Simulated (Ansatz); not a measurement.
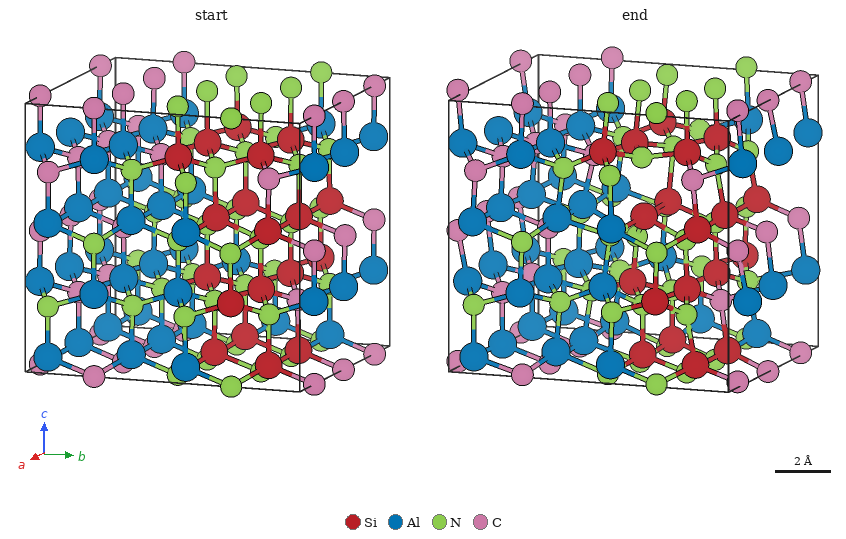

The structure of a crystal of Si$_{18}$Al$_{30}$N$_{30}$C$_{18}$ (a generated structure, set up in P1) before (left) and after (right) a relaxation, at one scale.

A ball-and-stick model of the cell of the calculation (origin shifted), seen slightly off an axis.

Computed with Ansatz, DFT, PBEsol, PAW, plane waves. Settings: plane-wave cutoff 420 eV; k-point mesh 1 × 1 × 1; mesh shifted by (0.25, 0.25, 0.25); no spin polarisation; cell relaxed at fixed alpha, beta, gamma; force threshold 0.03 eV/Å; at most 80 steps.

What changed between the two?

Over 14 geometry steps the energy falls by 18.371 eV per cell of the calculation. Largest force component: 5.7 eV/Å at the start, 0.014 eV/Å at the end. Pressure: 6.56 GPa at the start and −0.02 GPa at the end. An N atom moves most relative to the cell: 0.49 Å roughly along [0 1 −3]. Largest moves by element: N 0.49 Å, C 0.32 Å, Si 0.32 Å, Al 0.24 Å. The drawn cell changes as follows: a 9.298 → 9.275 Å (−0.3 %), b 10.737 → 10.960 Å (+2.1 %), c 10.016 → 10.122 Å (+1.1 %); the volume changes by +2.9 %. Among the contacts that change: Al–N 1.870 → 2.524 Å, Al–N 1.866 → 2.465 Å, Si–Si 3.076 → 2.499 Å, Al–N 1.838 → 2.343 Å. Bonds break: Al–N (1.87 → 2.45 Å), Al–N (1.87 → 2.46 Å), Al–N (1.87 → 2.52 Å). Among the angles between lasting bonds that change: N–Si–N 109.5° → 137.5°, Si–N–Si 108.9° → 131.6°, Si–N–Si 108.8° → 86.7°. The space group stays P1 (No. 1).
